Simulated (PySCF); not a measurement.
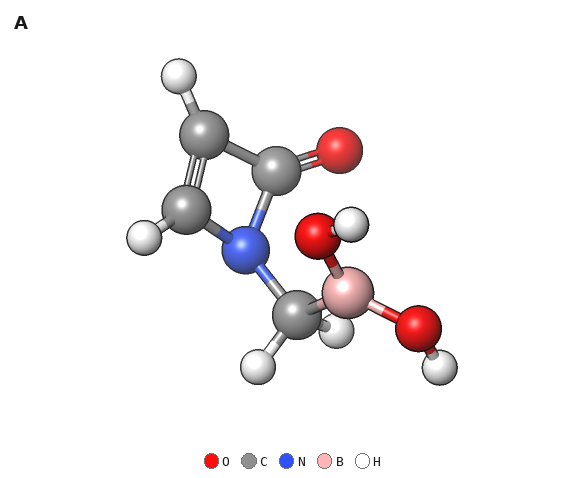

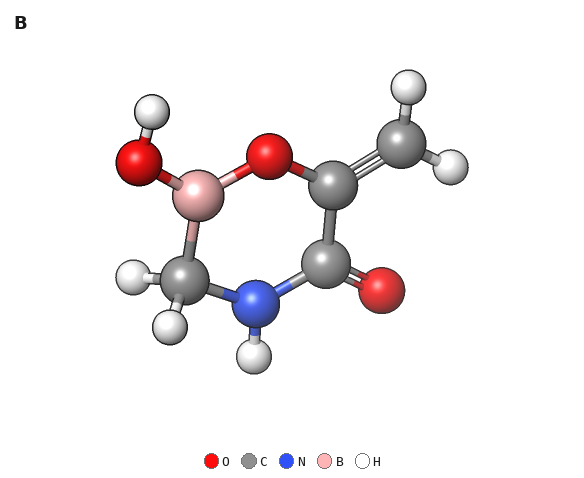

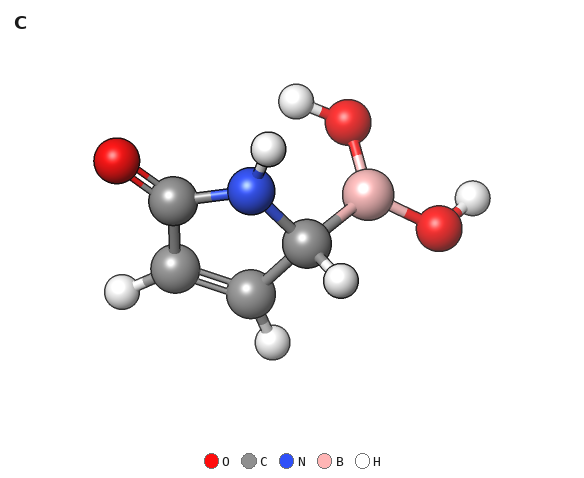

3 stationary structures of one formula. Geometries: GFN2-xTB. Electronic energies: PBE0/pcSseg-1 (PySCF 2.14.0), without zero-point energy. No frequency run is at hand to confirm each as a minimum. Each is one conformer, not always the lowest.

> How are they related?

They are constitutional isomers of C4H6BNO3: A `O=C1C=CN1CB(O)O`, B `C=C1OB(O)CNC1=O`, C `O=C1C=C[C@@H](B(O)O)N1`.

> Which is lowest in energy, and by how much?

C is lowest; B lies 0.334 eV above it, A lies 2.067 eV above it.

The geometry is semi-empirical. Around B such bond lengths and angles can be off by a tenth of an ångström or more and by several degrees, and values that hang on the shape move with them.
